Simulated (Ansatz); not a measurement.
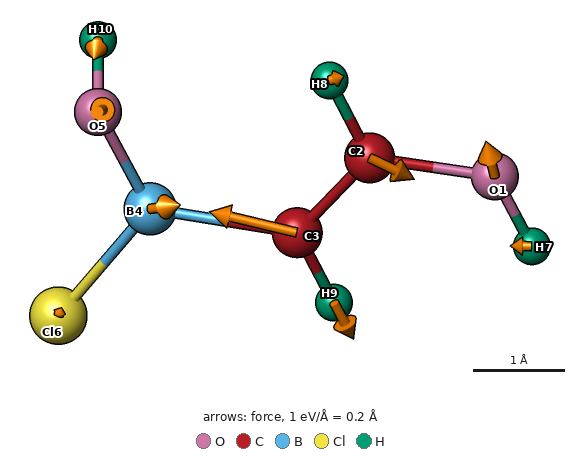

Starting geometry of C2H4BClO2 (coarse preliminary run) with the computed forces as orange arrows. Style: ball-and-stick. Shown at a tilt.

The start comes from a force field.

Computed with RKS PBE-D4/def2-SVP in Ansatz 0.2.0.

Input file:
```yaml
crystal:
  periodic: [false, false, false]
  atoms:
    - {symbol: O, position_ang: [-1.781200, -1.292800, 1.081600]}
    - {symbol: C, position_ang: [-0.907300, -0.270600, 0.717300]}
    - {symbol: C, position_ang: [-0.155900, -0.413900, -0.367400]}
    - {symbol: B, position_ang: [1.001900, 0.680600, -0.777200]}
    - {symbol: O, position_ang: [1.086800, 1.892800, -0.017400]}
    - {symbol: Cl, position_ang: [1.966700, 0.415800, -2.273700]}
    - {symbol: H, position_ang: [-1.913600, -2.095600, 0.532400]}
    - {symbol: H, position_ang: [-0.793700, 0.635700, 1.330100]}
    - {symbol: H, position_ang: [-0.201900, -1.290100, -0.919900]}
    - {symbol: H, position_ang: [1.781200, 1.687000, 0.697100]}
basis:
  gaussian: {orbitals: def2-SVP}
hamiltonian: {xc: pbe, dispersion: d4}
relax: {f_tol: 0.03, max_steps: 200}
```

Launched with:
```bash
ansatz run in.yaml --threads 4 --pin off --events-out ev --progress --plain --max-ram 10444MiB
```

What follows when this structure is relaxed?

It isn't relaxed: the largest force vector, on C3, is 5.03 eV/Å. The final displacements follow the starting forces only in part (cosine between the two patterns 0.34). The largest move after the best rigid fit is that of H10, 0.89 Å. Largest moves by element: H 0.89 Å, O 0.40 Å, Cl 0.25 Å, B 0.21 Å, C 0.14 Å. Some distances before and after: C3–B4 1.645 → 1.536 Å, C3–H9 1.037 → 1.105 Å, B4–O5 1.433 → 1.366 Å, O1–C2 1.393 → 1.346 Å. Among the angles between lasting bonds that change: C2–O1–H7 122.6° → 108.5°, O1–C2–H8 121.6° → 110.9°, O1–C2–C3 119.3° → 127.4°. Groups turn about B4–O5 by about 90°. The energy falls by 120.0 kJ/mol in 9 geometry steps. The largest force component goes from 3.6 to 0.014 eV/Å.
